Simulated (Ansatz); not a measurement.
SiH2ClO (SMILES O[SiH]Cl): methods side by side

The species is SiH2ClO (5 atoms), meant as a doublet with charge 0. SMILES: `O[SiH]Cl`. The shape is that of a PBE0-D4/def2-TZVP optimisation. This is one conformer, not always the lowest.

```tsv
atom	x (Å)	y (Å)	z (Å)
O	-0.8061	-0.4320	-0.7465
Si	-0.0923	0.4798	0.4140
Cl	1.6066	-0.4408	1.1436
H	-1.0241	-1.3432	-0.5400
H	0.3160	1.7363	-0.2711
```

Each level gives the energy change with the Si2–H5 bond stretched from 1.488 to 3.721 Å (eV). The values are calculated.

```csv
level,kind,program,value (eV),less FCI/STO-3G
UHF/STO-3G,Hartree–Fock,Ansatz,2.85,+0.12
USVWN5/STO-3G,LDA,Ansatz,3.49,+0.76
U-revPBE/STO-3G,GGA,Ansatz,3.03,+0.30
UBLYP/STO-3G,GGA,Ansatz,3.06,+0.33
U-r2SCAN/STO-3G,meta-GGA,Ansatz,3.20,+0.47
U-r2SCAN0/STO-3G,hybrid meta-GGA,Ansatz,3.27,+0.54
UB3LYP/STO-3G,global hybrid,Ansatz,3.17,+0.44
U-wB97X/STO-3G,range-separated hybrid,Ansatz,3.25,+0.52
UCCSDTQ/STO-3G,coupled cluster or CI,Ansatz,2.73,0.00
FCI/STO-3G,exact in the basis,Ansatz,2.73,0.00
```

FCI/STO-3G is exact within its basis and frozen core, so for wave-function methods in that basis the difference is their error; functionals converge differently with the basis, so for them it is only a difference. The first shape isn't each level's own minimum. The values span 2.73 to 3.49 eV. All rows use very small basis sets, so even the best lies far from the true value.

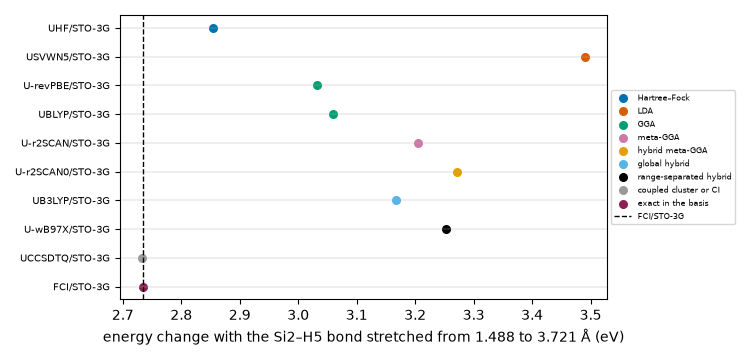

The values of the table, level by level.
